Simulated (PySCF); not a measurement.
# One shape, several levels: singlet SiH+

Aim: a comparison of 6 runs (B3LYP/def2-SVP, M06-2X/def2-SVP, MP2/def2-SVP, QCISD(T)/def2-SVP, CISD/def2-SVP, FCI/def2-SVP) of singlet SiH+. The job is set up through a Python script.

The results are computed with PySCF 2.14.0.

14 further runs of the same task are left out: 1 that didn't finish, 13 set aside as unsound or not needed.

## (1) Starting point

The species is SiH+ (2 atoms), meant as a singlet with charge +1. SMILES of the parent species: `[SiH]`. Geometry: relaxed at GFN2-xTB. That shape belongs to the parent species and isn't relaxed for this state.

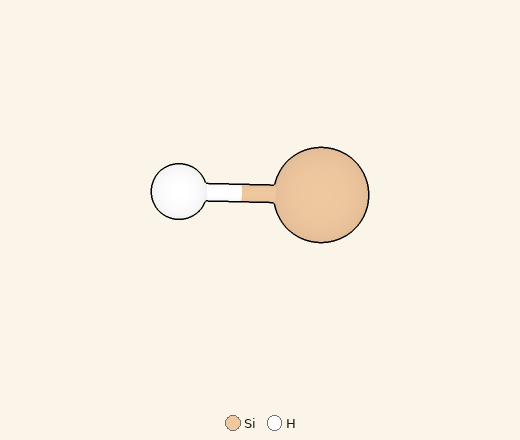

Viewed from a chosen angle; silicon light orange, hydrogen white.

## (2) A single-point energy at B3LYP/def2-SVP (run 1)

File job.py:

```python
from pyscf import gto, dft

molecule = gto.M(
    atom=[
    ('Si', (0.000000, 0.000000, 0.000000)),
    ('H', (0.000000, 0.000000, 1.516560)),
],
    basis='def2-svp',
    max_memory=1860,
    charge=1,
    spin=0,
    verbose=3,
)

calc0 = dft.RKS(molecule)
calc0.xc = 'b3lyp'
calc0.conv_tol = 1e-10
calc0.grids.level = 5
calc0.kernel()
if not calc0.converged:
    calc0 = calc0.newton().run(calc0.mo_coeff, calc0.mo_occ)

e_tot = calc0.e_tot
print('E = %.10f Eh' % e_tot)
```

Command:

```
$ OMP_NUM_THREADS=1 python job.py
```

The log of the run:

```text
converged SCF energy = -289.618630988215
E = -289.6186309882 Eh
```

Wall time 1.3 s (1 thread of Arm Neoverse V1, shared host); peak memory 0.17 GiB.

## (3) A single-point energy at M06-2X/def2-SVP (run 2)

File job.py:

```python
from pyscf import gto, dft

mol = gto.M(
    atom='''
Si     0.000000     0.000000     0.000000
H      0.000000     0.000000     2.865883
''',
    spin=0,
    verbose=4,
    charge=1,
    max_memory=1860,
    basis='def2-svp',
    unit='bohr',
)

calc0 = dft.RKS(mol)
calc0.xc = 'm06-2x'
calc0.conv_tol = 1e-10
calc0.grids.level = 5
calc0.kernel()
if not calc0.converged:
    calc0 = calc0.newton().run(calc0.mo_coeff, calc0.mo_occ)

energy = calc0.e_tot
print('E = %.10f Eh' % energy)
```

Command:

```
$ OMP_NUM_THREADS=1 python job.py
```

The log of the run:

```text
PySCF version 2.14.0

[... 65 lines left out ...]
converged SCF energy = -289.581592815049
E = -289.5815928150 Eh
```

It took 1.7 s on 1 thread of Arm Neoverse V1, shared host; peak memory 0.19 GiB.

Run 3 isn't shown in full; the table further down has it.

## (4) A single-point energy at QCISD(T)/def2-SVP (run 4)

File calc.py:

```python
from pyscf import gto, scf, cc

molecule = gto.Mole()
molecule.atom = '''
Si       0.000000       0.000000       0.000000
H        0.000000       0.000000       1.516560
'''
molecule.max_memory = 1860
molecule.verbose = 3
molecule.charge = 1
molecule.basis = 'def2-svp'
molecule.build()

mf = scf.RHF(molecule)
mf.conv_tol = 1e-10
mf.kernel()
if not mf.converged:
    mf = mf.newton().run(mf.mo_coeff, mf.mo_occ)

mycc = cc.QCISD(mf, frozen=5)
mycc.kernel()
e_t = mycc.qcisd_t()
e_final = mycc.e_tot + e_t
print(f'total energy: {e_final:.8f} hartree')
```

Command:

```
$ OMP_NUM_THREADS=1 python calc.py
```

The log of the run:

```text
converged SCF energy = -289.058799531926
E(QCISD) = -289.1403750291026  E_corr = -0.08157549717661843
QCISD(T) correction = -0.0011063022170874
total energy: -289.14148133 hartree
```

Wall time 0.72 s (1 thread of Arm Neoverse V1, shared host); peak memory 0.1 GiB.

Run 5 isn't shown in full; the table further down has it.

## (5) A single-point energy at FCI/def2-SVP (run 6)

File input.py:

```python
from pyscf import gto, mcscf
from pyscf import fci

system = gto.Mole()
system.atom = [
    ('Si', (0.000000, 0.000000, 0.000000)),
    ('H', (0.000000, 0.000000, 1.516560)),
]
system.spin = 0
system.charge = 1
system.verbose = 3
system.basis = 'def2-svp'
system.max_memory = 1860
system.build()

hf = system.RHF()
hf.conv_tol = 1e-10
hf.kernel()
if not hf.converged:
    hf = hf.newton().run(hf.mo_coeff, hf.mo_occ)

cas = mcscf.CASCI(hf, hf.mo_coeff.shape[-1] - 5, (system.nelec[0] - 5, system.nelec[1] - 5))  # full CI above the frozen core
cas.fcisolver = fci.direct_spin0.FCI(system)  # even spin states alone
cas.kernel()
print('<S^2> = %.4f' % cas.fcisolver.spin_square(cas.ci, cas.ncas, cas.nelecas)[0])
e_final = cas.e_tot
print('E(%s) = %.9f' % ('FCI', e_final))
```

Command:

```
$ OMP_NUM_THREADS=1 python input.py
```

The log of the run:

```text
converged SCF energy = -289.058799531926
CASCI E = -289.141867422685  E(CI) = -5.45323051335100  S^2 = 0.0000000
<S^2> = 0.0000
E(FCI) = -289.141867423
```

Wall time 1.7 s (1 thread of Arm Neoverse V1, shared host); peak memory 0.12 GiB.

## (6) Overview of the runs

| run | level | integration grid | frozen core orbitals | energy (Eh) | HOMO energy (eV) | LUMO energy (eV) | HOMO–LUMO gap (eV) | wall time |
| --- | --- | --- | --- | --- | --- | --- | --- | --- |
| 1 | B3LYP/def2-SVP | 5 | – | -289.618631 | -15.23 | -10.81 | 4.42 | 1.3 s |
| 2 | M06-2X/def2-SVP | 5 | – | -289.581593 | -16.46 | -9.51 | 6.94 | 1.7 s |
| 3 | MP2/def2-SVP | – | 5 | -289.116897 | -17.98 | -6.98 | 11.00 | 0.74 s |
| 4 | QCISD(T)/def2-SVP | – | 5 | -289.141481 | -17.98 | -6.98 | 11.00 | 0.72 s |
| 5 | CISD/def2-SVP | – | 5 | -289.138288 | -17.98 | -6.98 | 11.00 | 0.66 s |
| 6 | FCI/def2-SVP | – | 5 | -289.141867 | -17.98 | -6.98 | 11.00 | 1.7 s |

## (7) Results

| quantity | value |
| --- | --- |
| run 6: total energy | -289.14187 Eh |
| run 6: HOMO energy (Hartree–Fock orbitals) | -17.98 eV |
| run 6: LUMO energy (Hartree–Fock orbitals) | -6.98 eV |
| run 6: HOMO–LUMO gap (Hartree–Fock orbitals) | 11.00 eV |
| run 6: correlation energy (5 core orbitals frozen) | -83.1 mEh |

Against full CI in this basis: MP2 +25.0 mEh; QCISD(T) +0.4 mEh; CISD +3.6 mEh. Totals of different functionals can't be ranked against each other. All runs together took 6.8 s, the longest 1.7 s.
